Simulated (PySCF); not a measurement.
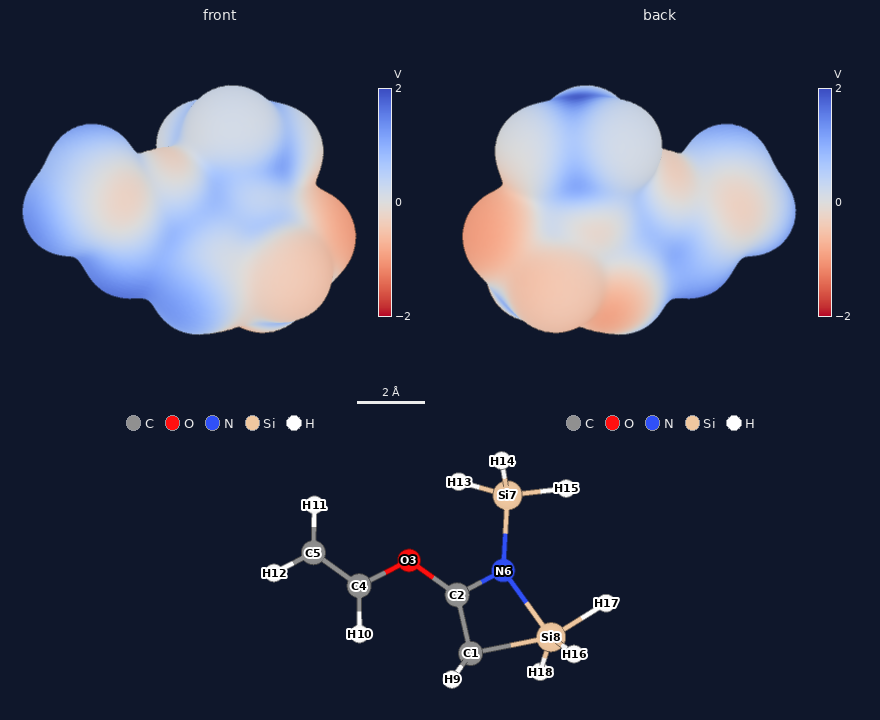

*C$_{4}$H$_{10}$NOSi$_{2}$ (doublet). The molecular electrostatic potential painted on the density surface at 0.002 e/bohr³, seen from the front and from behind; the colour scale runs from red (negative) to blue (positive). The bare structure is drawn below in the same view.*

Geometry: GFN2-xTB.

Theory: UKS B3LYP, pcH-1 on C H N O Si, non-relativistic, mean-field spin-orbit, GIAO (PySCF).

```xyz
18

C    -0.5409   -1.5127   -0.6808
C    -0.0816   -0.3568   -0.1110
O     1.1431    0.1103    0.1923
C     2.2306   -0.6874   -0.0098
C     3.4591   -0.2204    0.1346
N    -1.1356    0.3867    0.2148
Si   -1.0054    1.9940    0.8441
Si   -2.3961   -0.7503   -0.4971
H     0.0196   -2.1137   -1.3806
H     2.0187   -1.7157   -0.2775
H     3.6360    0.8049    0.4055
H     4.3094   -0.8586   -0.0091
H    -0.3181    1.9102    2.1344
H    -0.2408    2.8145   -0.0989
H    -2.3862    2.4414    0.9681
H    -2.4166   -0.8538   -1.9816
H    -3.4895    0.2785   -0.4215
H    -2.8146   -1.6649    0.5625
```

Which sites attract a positive test charge, and which a negative one?

Answer. A positive charge is drawn to the negative regions and a negative charge to the positive ones. The most negative region (about −0.9 V, or −21 kcal/mol for a unit charge) lies over H17, the most positive (about +1.6 V, or +37 kcal/mol for a unit charge) over Si7.
